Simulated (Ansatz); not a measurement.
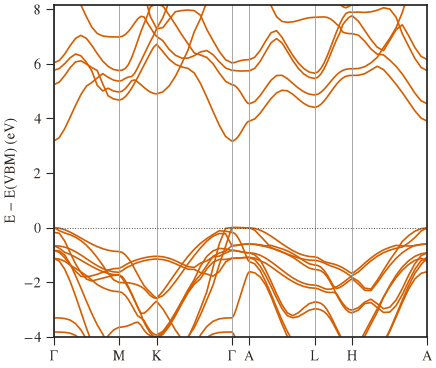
Band structure from PBE (plane waves, PAW; program Ansatz)

**Question.** Read off the gap and where the band edges lie.

**Answer.** About 3.2 eV (3.17 eV by a search for the band edges); maximum at Γ, minimum at Γ.

**Question.** Which compound is it?
A. La2O3, La2O3 or Ni2Al3 type
B. AlGa3N4, P3m1 (Pearson symbol hP8)
C. Al3GaN4, P3m1 (Pearson symbol hP8)
D. CuI, P3_121 (Cu on 3a, I on 3b)

**Answer.** C, Al3GaN4, P3m1 (Pearson symbol hP8)

The start of the workflow was typed in or built on a structure type; neither database checked (COD, Materials Project) lists it. Whether it is the stable phase at ambient conditions was not checked. The PBE relaxation kept the symmetry of its start; whether a distortion lowers the energy is not shown. Spin–orbit coupling is left out wherever it is not named.

Potentials: the earlier of the program's two PAW sets.
